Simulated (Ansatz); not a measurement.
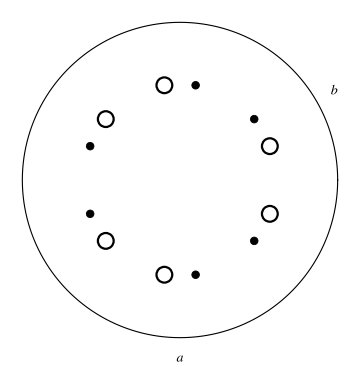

Stereographic projection: filled dots lie in the upper hemisphere, open rings in the lower. The c axis points at the viewer. The poles are all faces of one general form. Computed from the symmetry operations of a computed or model structure of composition Bi.

Which point group is this?

Answer. -3m (D3d), order 12, trigonal system: one threefold axis, three twofold axes, three mirror planes, an inversion centre.

Can such a crystal be piezoelectric, pyroelectric or chiral?

Answer. It is centrosymmetric, so neither piezoelectric nor pyroelectric; it is not chiral.
